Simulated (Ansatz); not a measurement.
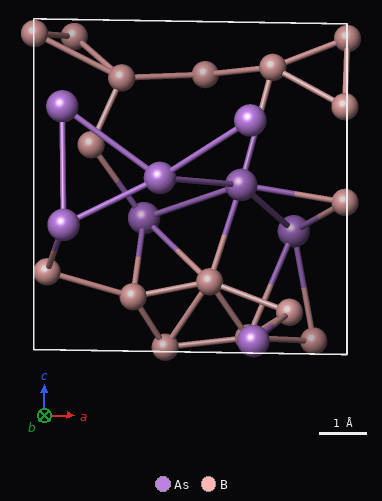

Starting frame of a dynamics run of an amorphous cell of composition B$_{15}$As$_{8}$ (23 atoms in the cell). It starts from the last geometry of an earlier run, with fresh velocities. A ball-and-stick model of the simulation cell, seen along the b axis. Bonds to atoms that aren't drawn are left out.

Level of theory: DFT PBE, scalar-relativistic, plane waves, PAW (Ansatz 0.2.0).

Input
```yaml
crystal:
  lattice:
    - [6.752397, -0.082159, -0.056534]
    - [-0.082159, 6.543973, 0.045556]
    - [-0.056534, 0.045556, 7.130764]
  atoms:
    - { symbol: As, position: [0.6911202947, 0.0175285634, 0.7032608036] }
    - { symbol: As, position: [0.3517437759, 0.7753250666, 0.4026527308] }
    - { symbol: As, position: [0.7011119533, 0.200944575, 0.0362406923] }
    - { symbol: As, position: [0.8302567099, 0.8848836906, 0.3703782911] }
    - { symbol: As, position: [0.090718012, 0.1505537771, 0.7367690337] }
    - { symbol: As, position: [0.0946486583, 0.1190057288, 0.3782761619] }
    - { symbol: As, position: [0.4025228861, 0.1942929645, 0.5251139952] }
    - { symbol: As, position: [0.6621506628, 0.5394502788, 0.5078263472] }
    - { symbol: B, position: [0.547463076, 0.74538251, 0.8396434286] }
    - { symbol: B, position: [0.5613794478, 0.57341498, 0.2132866074] }
    - { symbol: B, position: [0.6851506245, 0.7160955118, 0.0457595345] }
    - { symbol: B, position: [0.8165160006, 0.5195929069, 0.1250355814] }
    - { symbol: B, position: [0.1289708843, 0.835521829, 0.9487290628] }
    - { symbol: B, position: [0.9934040697, 0.4584068465, 0.7494698493] }
    - { symbol: B, position: [0.7630727663, 0.5549632903, 0.8648656519] }
    - { symbol: B, position: [0.4194890385, 0.7016163974, 0.0133731364] }
    - { symbol: B, position: [0.0017733427, 0.6186523079, 0.9556278922] }
    - { symbol: B, position: [0.3167787957, 0.55495565, 0.1645459816] }
    - { symbol: B, position: [0.1828481587, 0.6270059174, 0.6220546696] }
    - { symbol: B, position: [0.893732855, 0.9365710696, 0.0394529704] }
    - { symbol: B, position: [0.2802561298, 0.6574033549, 0.8258023548] }
    - { symbol: B, position: [0.993823312, 0.5858002921, 0.4601344932] }
    - { symbol: B, position: [0.0417743283, 0.4636731562, 0.2356101697] }
  symmetry: { detect: false }
basis:
  ecutwfc: 420
  xc_grid: 1
kpoints:
  mp_grid: { grid: [1, 1, 1], shift: [0.25, 0.25, 0.25] }
hamiltonian:
  xc: pbe
scf:
  occupations: { method: fermi_dirac, width: 0.05 }
  lower_state_search: "off"
  convergence: { dr2_threshold: 1.0e-05 }
output:
  forces: true
  stress: true
md:
  timestep: 1.5
  n_steps: 220
  ensemble: nvt_langevin
  friction: 0.03
  temperature: 300.0
  initial_velocities: maxwell_boltzmann
  seed: 93943
```

Command:
```bash
ansatz run input.yaml --threads 2 --pin off --max-ram 5120MiB --backend cpu --events-out ev --progress --plain --runs-dir out
```

Question: Predict how the run goes.

Answer: The mean temperature in the second half is 303 K (standard deviation 54 K). The potential energy in the second half lies on average 183 meV per atom below the first frame. The first frame is far from relaxed (forces up to 3.9 eV/Å), so much of the motion is the structure settling. The mean pressure there is −1.6 GPa. In the second half of the run the atoms are, in the root-mean-square, this far from where they began (common drift taken out): B 0.45 Å, As 0.37 Å. Against the typical shortest distance between atoms in the first frame, about 1.7 Å these are large excursions, but over 330 fs one can't yet tell strong vibration from the start of diffusion. Bond changes: 2 B–B bonds break between 44 fs and 66 fs; 3 B–B bonds form between 80 fs and 174 fs; one As–B bond breaks at about 102 fs.

Along the run (each row but the first and the last is the mean over the interval that it begins):

| time (fs) | potential energy (meV/atom) | T (K) | p (GPa) |
| --- | --- | --- | --- |
| 0.0 | 0.0 | 287 | -2.7 |
| 40.5 | -136.1 | 461 | -3.3 |
| 81.0 | -167.1 | 420 | -2.2 |
| 121.5 | -170.4 | 350 | -1.8 |
| 162.0 | -184.1 | 319 | -1.2 |
| 202.5 | -182.9 | 261 | -2.2 |
| 243.0 | -179.9 | 321 | -2.2 |
| 283.5 | -183.6 | 324 | -1.0 |
| 324.0 | -183.1 | 288 | -1.0 |

The paths of the atoms:

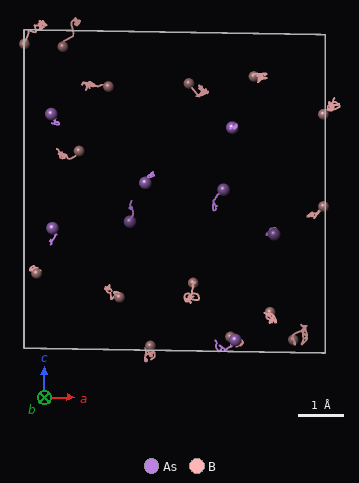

Limits of the set-up: the periodic images lie only 6.5 Å apart, so the values are limited by the cell's size.

The run took 4.8 min on 2 threads of Arm Neoverse V2, on a shared host, peak memory 0.51 GiB.
